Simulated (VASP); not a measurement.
Band structure of Gd (relaxed from the fcc structure, space group Fm-3m). These are r2SCAN meta-GGA, VASP's PBE PAW potentials (set 64) (plane waves; VASP) values and carry that method's errors.

The 4f electrons are frozen in the core of the lanthanide potential, so 4f levels, which can set the real gap, and their magnetism are missing.

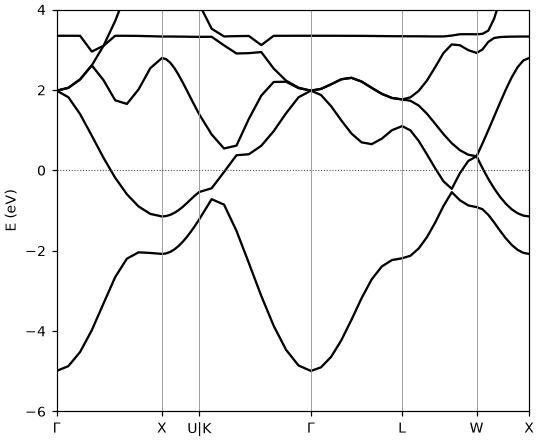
Fig. 1. Bands along high-symmetry lines, zero at the valence-band maximum or, without a gap, the Fermi level

Question: Read the plot: is there a gap, and where are the band edges?

Answer: It has no gap at this level: it comes out as a metal or semimetal.

The structure was generated: Gd was put into the fcc type (Fm-3m), which need not be its known phase. It was relaxed first.
